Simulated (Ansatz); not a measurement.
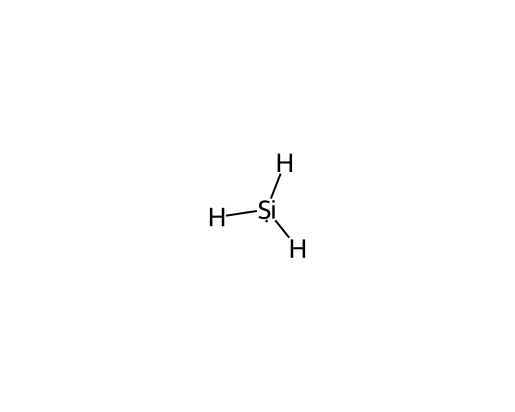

The species is neutral and a spin doublet.

Give its SMILES.

[SiH3]

What is the molecular formula?

SiH3.

An optimisation with PBE0-D4/def2-TZVP gave a structure of which point group?

C3v.

The parts below concern this one geometry. Atoms keep their numbers from picture to picture. The computed structure is the end point of a PBE0-D4/def2-TZVP optimisation.

**Geometry**

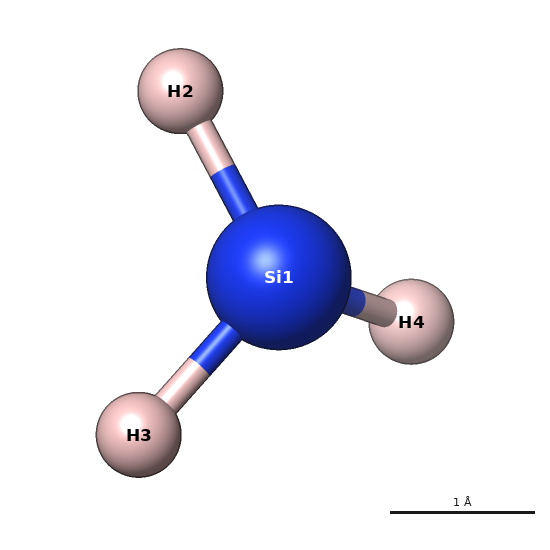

The atoms are numbered.

Give the bond lengths.

```json
{"bond": "Si1–H2", "length (Å)": "1.486", "order": "single"}
{"bond": "Si1–H3", "length (Å)": "1.486", "order": "single"}
{"bond": "Si1–H4", "length (Å)": "1.486", "order": "single"}
```

**Levels of theory compared**

Program: Ansatz 0.2.0.

At this fixed geometry, give HOMO energy (eV), dipole (D) at these levels: B3LYP-D4/def2-TZVPP; PBE-D4/def2-TZVPP; r2SCAN-D4/def2-TZVPP; ωB97M-V/def2-TZVPP.

```csv
level,HOMO energy (eV),dipole (D)
B3LYP-D4/def2-TZVPP,−6.10,0.07
PBE-D4/def2-TZVPP,−5.32,0.03
r2SCAN-D4/def2-TZVPP,−5.67,0.06
ωB97M-V/def2-TZVPP,−8.14,0.16
```

**Charges**

The questions are on Mulliken charges. Method: UKS B3LYP-D4/def2-TZVPP (Ansatz 0.2.0).

List the Mulliken charges.

```tsv
atom	value (e)
Si1	0.12
H2	−0.04
H3	−0.04
H4	−0.04
```

**Thermal motion**

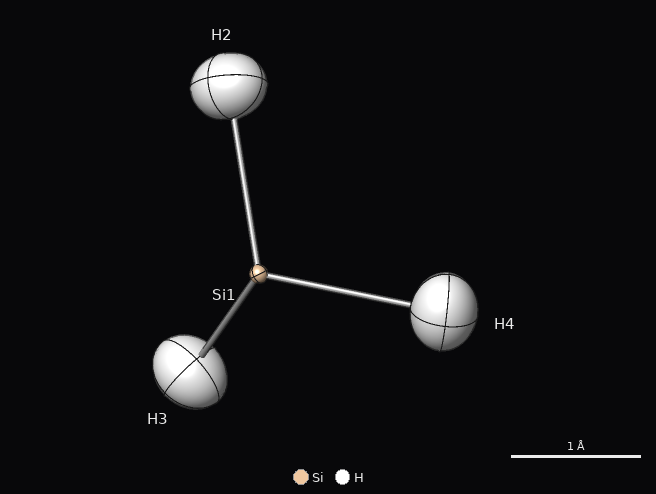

Displacement ellipsoids at the 50 % level, enlarged 2 times, from the internal vibrations of the free molecule (harmonic, no overall translation or rotation; no half-axis is drawn under 0.075 Å). Vibrations computed with UKS PBE0-D4/def2-TZVP (Ansatz 0.2.0). Temperature: 100 K.

Which atom has the largest mean-square displacement?

H2, H3, H4, with U_eq = 0.0085 Å².

List U_eq and the three principal root-mean-square amplitudes for each kind of atom.

| atom | U_eq (Å²) | rms amplitudes (Å) |
| --- | --- | --- |
| Si1 | 0.00005 | 0.006, 0.006, 0.009 |
| H2, H3, H4 | 0.0085 | 0.085, 0.088, 0.103 |

Mulliken values depend strongly on the basis set and can even reverse the polarity of a bond.
